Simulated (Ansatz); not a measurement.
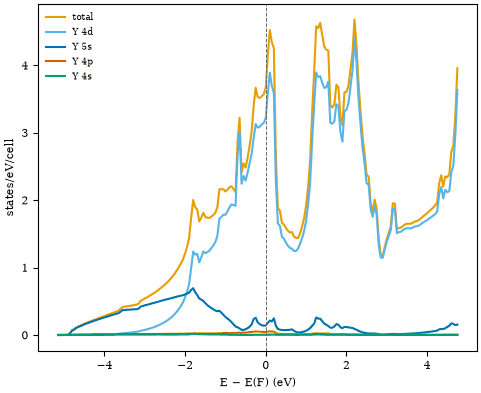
Figure. Total and projected density of states of Y (hcp (Mg type), space group No. 194), r²SCAN (plane waves, PAW; program Ansatz)

Question: Which orbitals carry the states next to the Fermi level?

Answer: Within 0.5 eV of the Fermi level: Y 4d 87 %, outside the projected shells 6 %. Projections are on Löwdin-orthogonalised atomic valence shells; empty p or d shells of many metals are not among them.

Space group P6_3/mmc (hcp (Mg type)). The r²SCAN relaxation kept the symmetry of its start; of distortions, only those at the zone centre were tested. No spin polarisation was allowed. Scalar-relativistic: spin–orbit coupling is off unless named, which matters more the heavier the elements.

Potentials: the later of the program's two PAW sets.
